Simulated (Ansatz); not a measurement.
# A computed series for Hf: pressure series

Take Hf in the hcp (Mg type) structure (space group P6_3/mmc, No. 194; a = 3.1591 Å, c = 4.9999 Å) as the base.

Cell and atoms are relaxed at each pressure.

Method: DFT with PBEsol, PAW potentials and a 420 eV plane-wave cutoff in Ansatz (an electronic-structure program), without spin-orbit coupling.

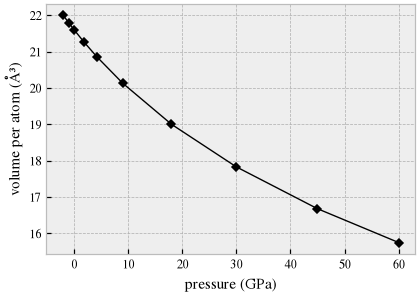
Figure: Volume per atom against pressure

### Question
From the plot, what is the volume per atom for pressure 4.2 GPa?

### Answer
About 20.9 Å³.

### Question
Is the trend monotonic over the range shown?

### Answer
Yes, it falls throughout, spanning 15.75 Å³ to 22.00 Å³.

Load acts through the strain it causes; cell and atoms are relaxed under it. No phonon test of stability was made. No other phases were tried under pressure. The final runs are not spin-polarised.
